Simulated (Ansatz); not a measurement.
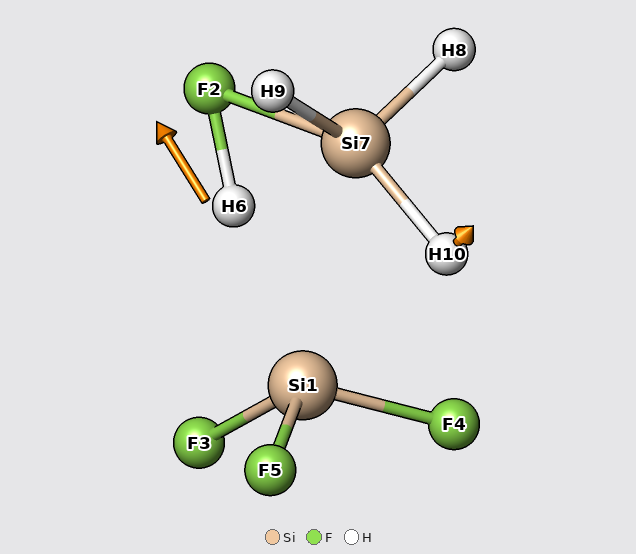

The arrows show one normal mode. Harmonic vibrations computed with RKS PBE0-D4/def2-TZVP (Ansatz 0.2.0) at a stationary point of the same level. It is a saddle point of order 1.

Question: Estimate its harmonic wavenumber.

Answer: 1127i cm⁻¹; it is mode 1 of 24 counted from the lowest.
